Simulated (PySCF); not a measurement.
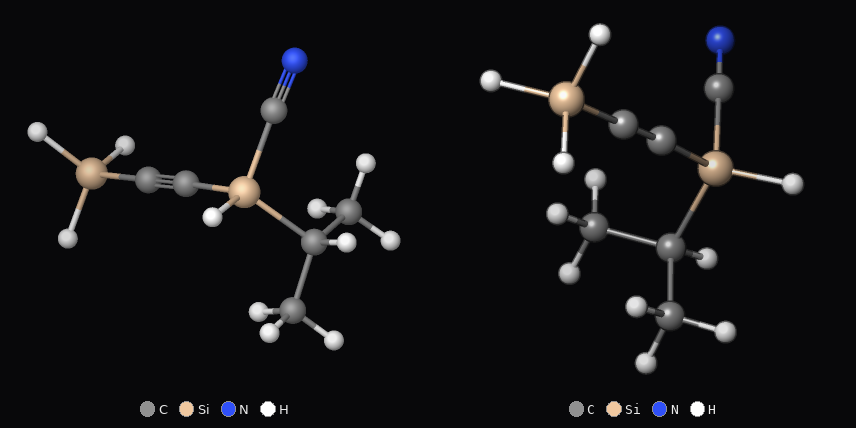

Two views of one molecule.

The computed structure is the end point of a PBE0-D3(BJ)/def2-SVP optimisation. No frequency run is at hand to confirm it as a minimum.

Identify the structure.

The molecule is C6H11NSi2. As SMILES it reads `CC(C)[Si@@H](C#N)C#C[SiH3]`. It has no ring. Among its groups: nitrile, alkyne, Si–H bond. The point group is C1. Coordination: 3 C tetrahedral; 2 Si tetrahedral; 3 C linear.

More results for the same structure follow; atom numbers are the same in all pictures, views and colours differ.

### Dipole moment

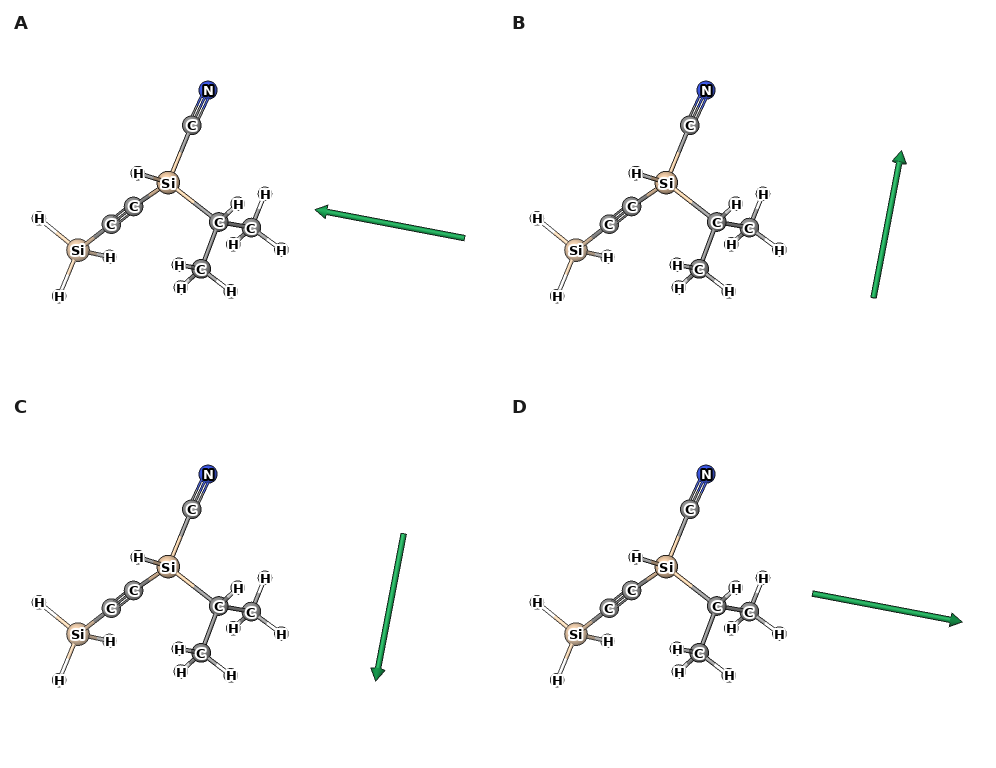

The same molecule four times, each with an arrow. No frequency run is at hand to confirm it as a minimum. Level of theory: PBE0/pcSseg-1, gas phase (PySCF 2.14.0).

Which arrow points along the dipole moment, from the negative to the positive end?

C. The dipole moment is 4.10 D.

### Excitation

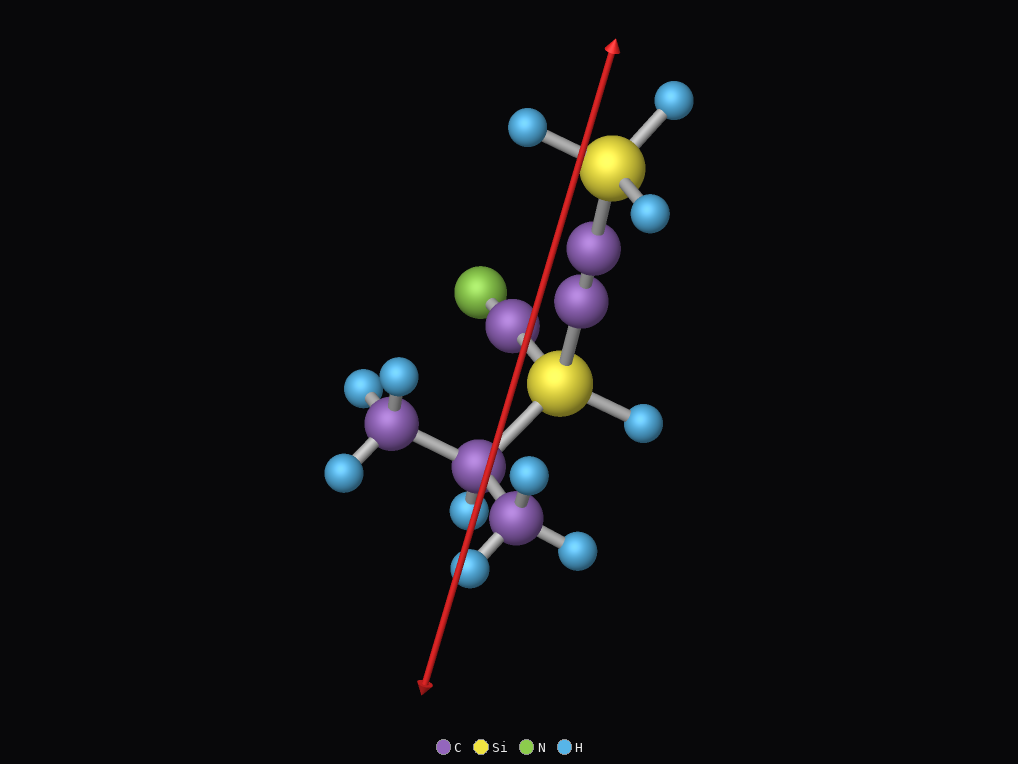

The double arrow shows the direction of the transition dipole to excited singlet state 5 (its length means nothing). No frequency run is at hand to confirm it as a minimum. Properties computed with TDDFT B3LYP/def2-SVPD, vertical, gas phase, core orbitals frozen in the response (PySCF 2.14.0).

Give its energy, strength and character.

6.50 eV (191 nm), oscillator strength 0.22, of mixed character, with the largest part HOMO−2 → LUMO+1 (weight 0.32); transition dipole 2.96 D.

### NMR shielding

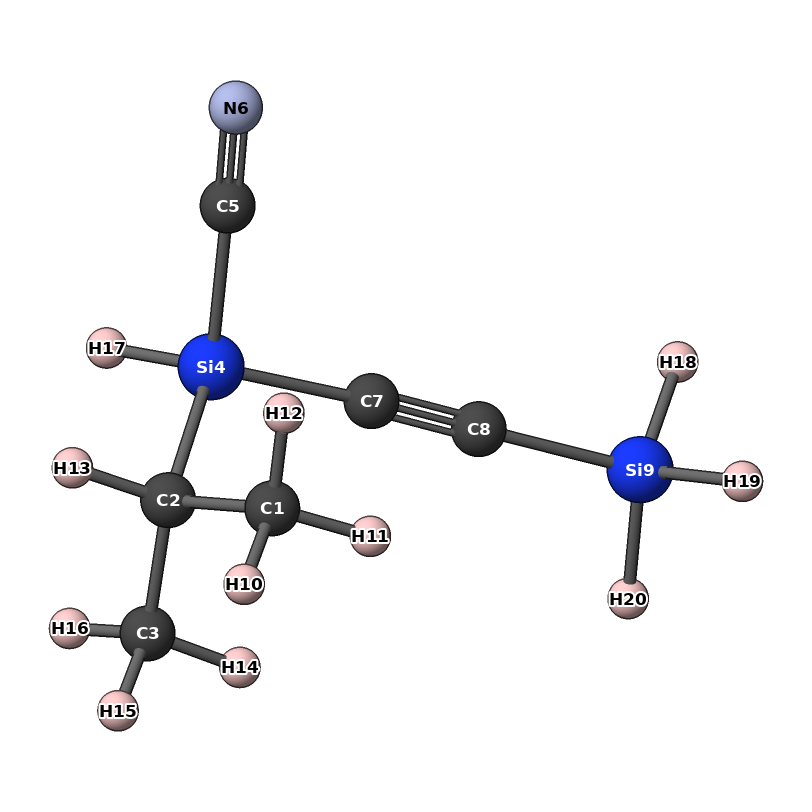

The questions are on isotropic NMR shieldings of the H atoms. No frequency run is at hand to confirm it as a minimum. Properties computed with GIAO PBE0/pcSseg-1 NMR shielding, non-relativistic, IEF-PCM dimethylsulfoxide (PySCF 2.14.0).

List the isotropic NMR shieldings of the H atoms.

```json
{"atom": "H10", "σ (ppm)": "29.92"}
{"atom": "H11", "σ (ppm)": "30.12"}
{"atom": "H12", "σ (ppm)": "29.80"}
{"atom": "H13", "σ (ppm)": "29.95"}
{"atom": "H14", "σ (ppm)": "30.22"}
{"atom": "H15", "σ (ppm)": "29.91"}
{"atom": "H16", "σ (ppm)": "30.03"}
{"atom": "H17", "σ (ppm)": "26.65"}
{"atom": "H18", "σ (ppm)": "27.01"}
{"atom": "H19", "σ (ppm)": "27.00"}
{"atom": "H20", "σ (ppm)": "27.02"}
```
